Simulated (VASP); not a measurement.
Band structure of GaN (zinc blende). These are r2SCAN meta-GGA, VASP's PBE PAW potentials (set 64) (plane waves; VASP 6.6.1) values and carry that method's errors.

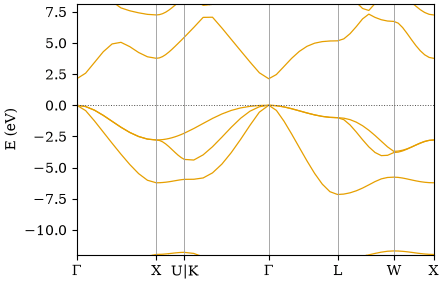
Fig. 1. Bands along high-symmetry lines, zero at the valence-band maximum or, without a gap, the Fermi level

Problem. Read the plot: is there a gap, and where are the band edges?

Solution. The gap is direct, 2.13 eV, from the valence maximum at Γ to the conduction minimum at Γ.

The compound is GaN in the zinc blende structure, a metastable form; wurtzite is the usual one. It was relaxed first.
